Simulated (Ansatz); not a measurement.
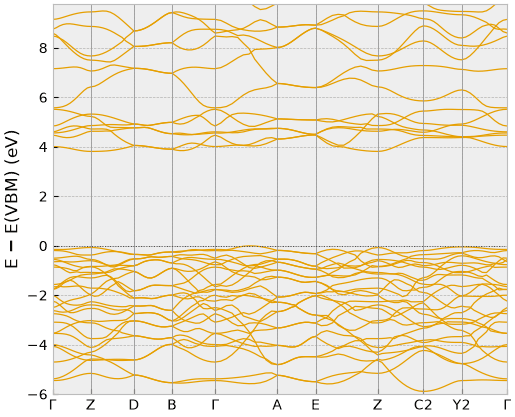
Figure. Band structure from r²SCAN (plane waves, PAW; program Ansatz)

The gap is 3.77 eV; an edge lies off the plotted path or next to a special point (maximum off the standard path, minimum off the standard path).

Problem. Pick the material that matches.
A. ZrO2, P2_1/c (Zr on 4e, O on 4e, O on 4e)
B. NbInO4, P2/c (Nb on 2e, In on 2f, O on 4g, O on 4g)
C. Mo2P2O11, P2_1/m (Pearson symbol mP30)

Solution. B, NbInO4, P2/c (Nb on 2e, In on 2f, O on 4g, O on 4g)

The first step of the workflow began from a Materials Project structure, measured or hypothetical; the Crystallography Open Database files this formula in space group No. 13, but the cells were not matched. Whether it is the stable phase at ambient conditions was not checked. Symmetry was held in the r²SCAN relaxation; its stability against distortions is not shown here. No spin polarisation was allowed. Spin–orbit coupling is left out wherever it is not named.

Potentials: the earlier of the program's two PAW sets.
